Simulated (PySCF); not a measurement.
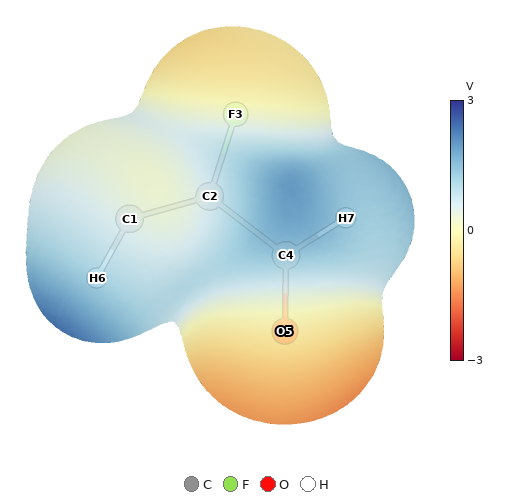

*C3H2FO (doublet). The electrostatic potential painted on the density surface at 0.004 e/bohr³, seen across its widest extent; the colour scale runs from red (negative) to blue (positive).*

Geometry: GFN2-xTB.

Method: PySCF 2.14.0, density-fitted response routines, UKS B3LYP, pcH-1 on C F H O, non-relativistic, mean-field spin-orbit, GIAO.

```xyz
7

C     0.9000    0.4446    1.1456
C     0.5507   -0.2057    0.0772
F     1.3567   -1.0878   -0.5554
C    -0.7670   -0.1064   -0.6327
O    -1.6928    0.5787   -0.3267
H     0.4278    1.1595    1.7758
H    -0.7721   -0.7780   -1.5109
```

Question: Where is the surface potential most negative and most positive?

Answer: The most negative region (about −1.4 V) lies over O5, the most positive (about +2.3 V) over H6. O5 is the likeliest acceptor of a hydrogen bond.
